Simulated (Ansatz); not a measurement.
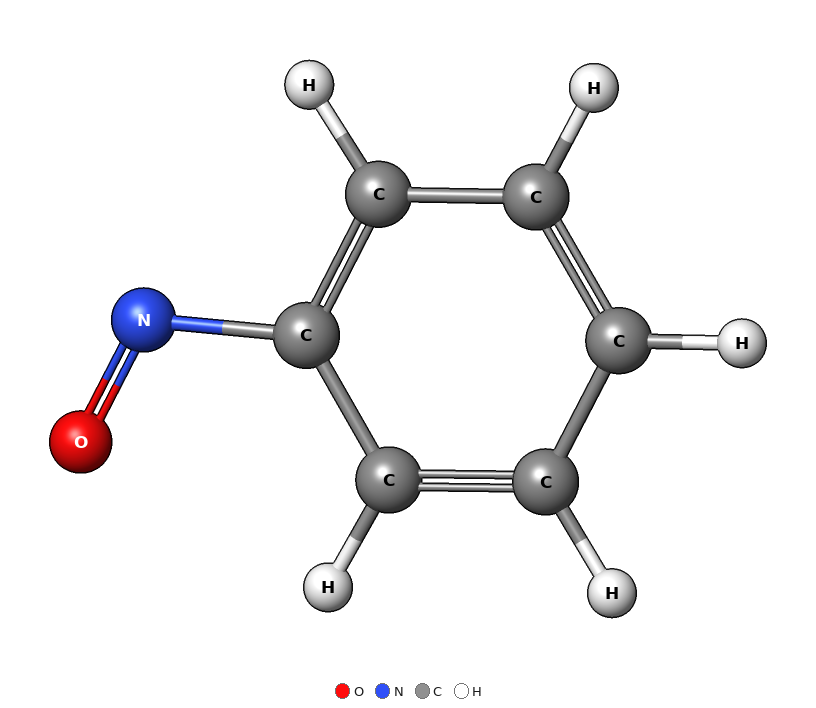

Sticks follow a distance rule. Harmonic vibrations computed with RKS PBE0-D4/def2-TZVP (Ansatz 0.2.0) at a stationary point of the same level.

Minimum or transition state?

Answer. A minimum: no imaginary frequency, and the lowest mode lies at 108 cm⁻¹.

List the wavenumbers.

Answer. 33 modes: 108, 247, 258, 419, 451, 475, 622, 687, 703, 789, 845, 871, 971, 998, 1014, 1024, 1046, 1101, 1144, 1182, 1206, 1336, 1390, 1497, 1511, 1625, 1664, 1689, 3192, 3203, 3209, 3219, 3222 cm⁻¹.
